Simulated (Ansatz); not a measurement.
## Electronic structure of C2H5Ga in real space

Input file:

```
crystal:
  periodic: [false, false, false]
  atoms:
    - {symbol: Ga, position_ang: [0.873876, 1.167742, -0.363041]}
    - {symbol: H, position_ang: [2.082673, 1.491992, -1.310967]}
    - {symbol: H, position_ang: [0.247043, 2.267719, 0.569882]}
    - {symbol: C, position_ang: [0.076899, -0.620994, -0.285545]}
    - {symbol: C, position_ang: [-0.948505, -0.884167, 0.527968]}
    - {symbol: H, position_ang: [0.455985, -1.432076, -0.903562]}
    - {symbol: H, position_ang: [-1.377957, -0.123810, 1.172782]}
    - {symbol: H, position_ang: [-1.410024, -1.866406, 0.592495]}
basis:
  gaussian: {orbitals: def2-TZVP, initial_orbitals: start.molden}
hamiltonian: {xc: pbe0, dispersion: d4}
scf: {omitted_lower_state_checks: [starts]}
output: {orbitals: {seedname: orbitals}}
```

Launched as:

```sh
ansatz run in.yaml --threads 4 --pin off --events-out ev --progress --plain --max-ram 3916MiB
```

Geometry: B3LYP-D4/def2-TZVP.

All numbers below come from RKS PBE0-D4/def2-TZVP in Ansatz.

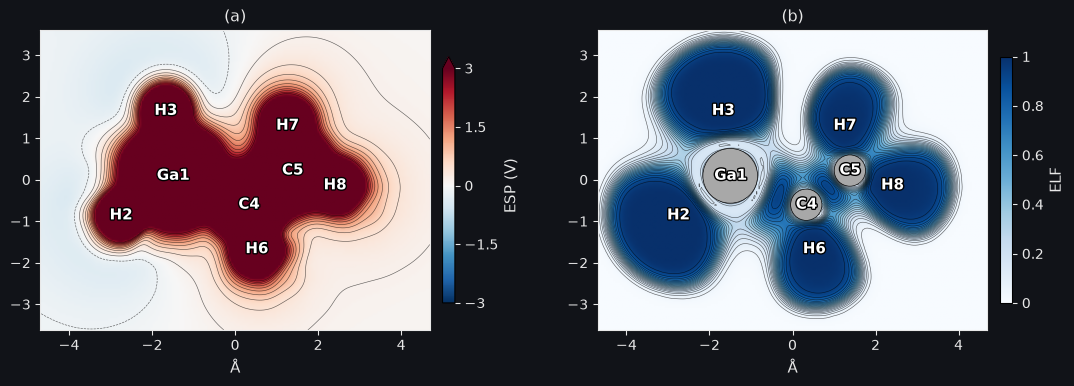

Figure 1. (a) molecular electrostatic potential; (b) electron localisation function on the molecular plane. Grey discs cover the atomic cores in the ELF map.

### What does the map show?

- The section cuts through Ga, H and C sites.
- C–C (1.34 Å): the ELF peaks at about 0.95 between the atoms: a multiple bond.
- C–Ga (1.96 Å): the ELF peaks at about 0.95 in the valence shell of C, 0.7 Å from its nucleus, and is about 0.55 at the midpoint.
- C–H (1.09 Å): the ELF climbs to about 1 towards the hydrogen, as it does in any bond to H; a covalent bond by its length.
- Ga–H (1.57 Å): the ELF climbs to about 1 towards the hydrogen.
- Outside the dense part of the molecule the potential is most negative (−0.4 V) near H2.

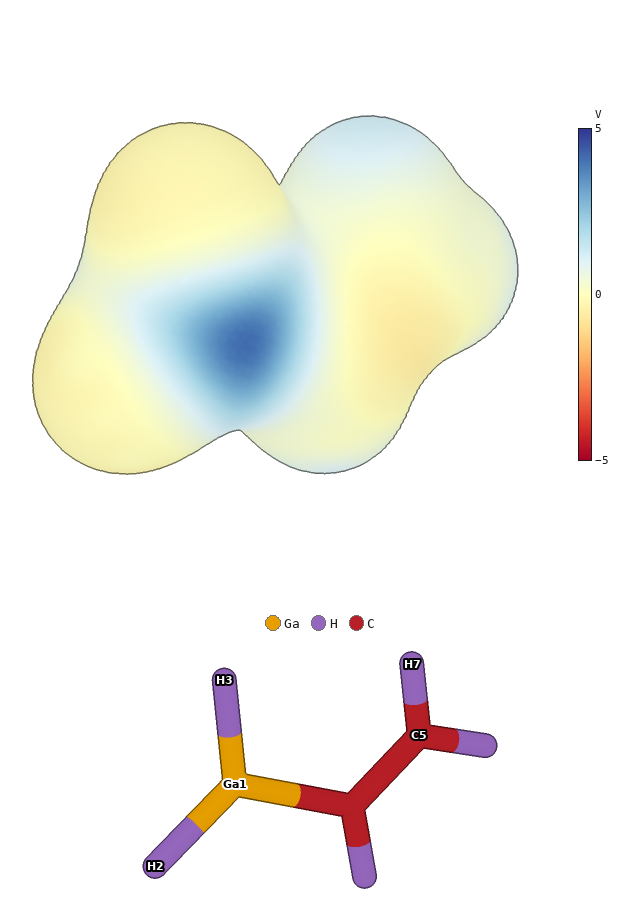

Figure 2. The electrostatic potential painted on the density surface at 0.004 e/bohr³, seen at a tilt; the colour scale runs from red (negative) to blue (positive). The bare structure is drawn below in the same view.

### Describe the electrostatic potential map.

The most negative region (about −0.6 V) lies over the π face of C4 and C5, the most positive (about +4.0 V) over Ga1.

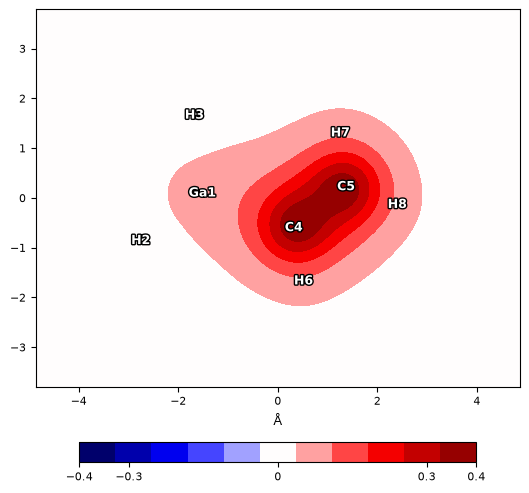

Figure 3. The HOMO−1 on a plane 0.8 Å above the molecular plane (values in Å⁻³ᐟ²; the overall sign is arbitrary).

### Describe this orbital and give its energy.

Its weight (Hirshfeld) is mainly on C4 (about 40 %), C5 (about 40 %) and Ga1 (about 10 %); it changes sign across the molecular plane (π type); π-bonding across C4–C5. Its energy is −8.12 eV.
